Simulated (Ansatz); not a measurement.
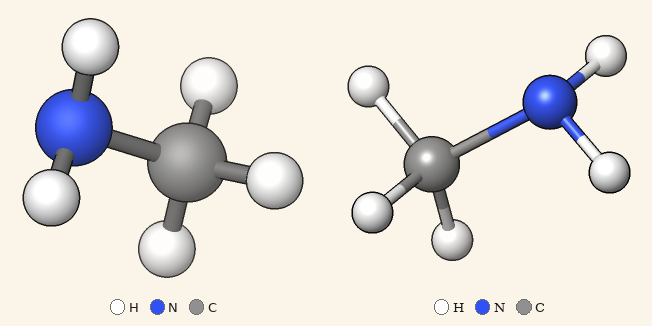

Both panels show the same species.

Computed geometry: PBE0-D4/def2-TZVP optimisation.

**Give the formula.**

CH5N, 7 atoms: 1 carbon, 5 hydrogen and 1 nitrogen.

**Give the symmetry (Schoenflies symbol).**

Cs.

**How many sets of symmetry-equivalent atoms are there?**

5: 2 H, 1 N, 1 C, 2 H, 1 H.

**Count the bonded pairs by element.**

3 C–H, 2 N–H, 1 C–N. Sticks follow a distance rule.

More results for the same structure follow; atom numbers are the same in all pictures, views and colours differ.

### Geometry

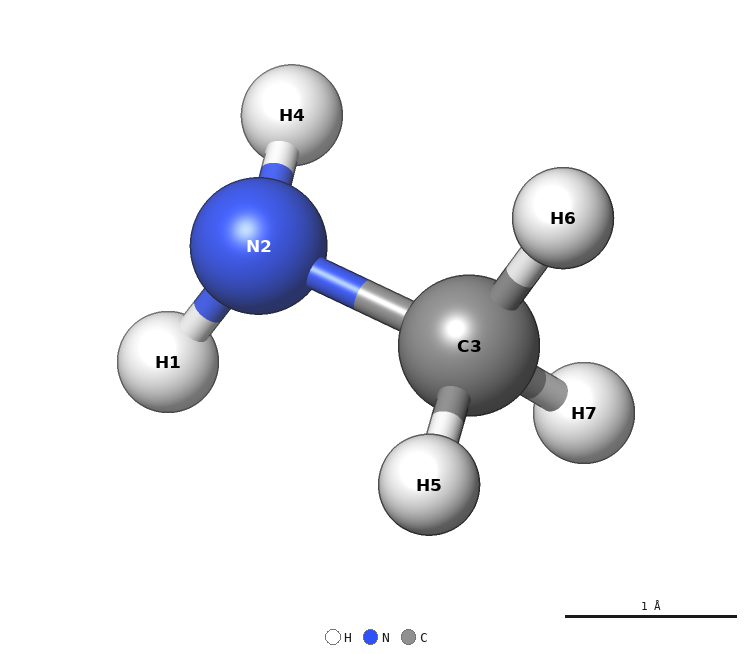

The atoms are numbered.

**What is the geometry at C3?**

C3 has 4 neighbours (N2 at 1.45, H5 at 1.09, H6 at 1.09, H7 at 1.10 Å); the arrangement is tetrahedral.

**How are the neighbours of atom 2 arranged?**

N2 has 3 neighbours (H1 at 1.01, C3 at 1.45, H4 at 1.01 Å); the arrangement is trigonal pyramidal.

### Vibrations

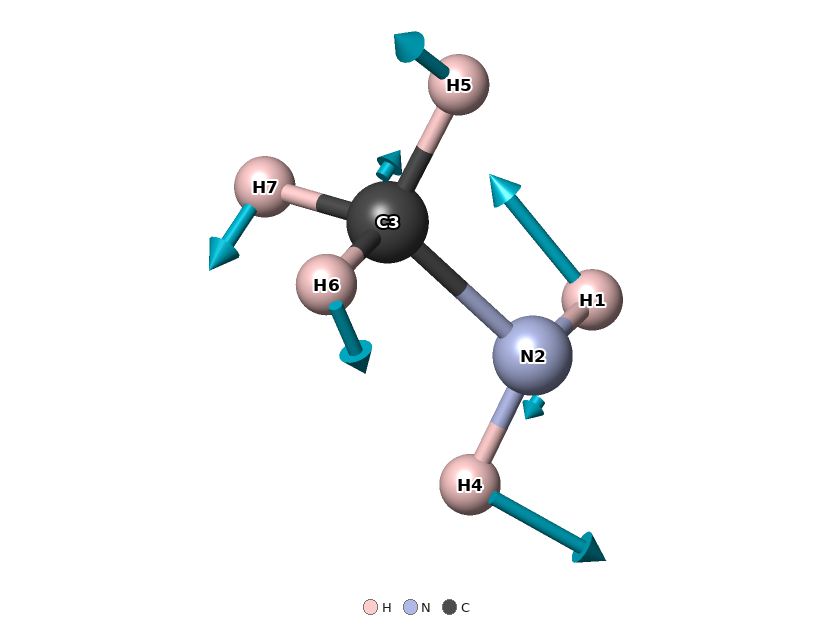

The arrows show one normal mode. Harmonic vibrations computed with RKS PBE0-D4/def2-TZVP (Ansatz 0.2.0) at a stationary point of the same level.

**What kind of motion is it?**

Mostly C–N–H bending.

**At what wavenumber does it lie?**

1347 cm⁻¹; it is mode 6 of 15 counted from the lowest.

### Electronic properties

Properties computed with RKS r2SCAN0-D4/def2-TZVPP (Ansatz 0.2.0).

**Give the dispersion correction at this level.**

−1.5 kJ/mol.

### Charges

The questions are on Mulliken charges. Properties computed with RKS PBE0-D4/def2-TZVP (Ansatz 0.2.0).

List the Mulliken charges.

```
atom  value (e)
  H1       0.22
  N2      −0.52
  C3      −0.27
  H4       0.22
  H5       0.12
  H6       0.12
  H7       0.10
```

Mulliken values depend strongly on the basis set and can even reverse the polarity of a bond.
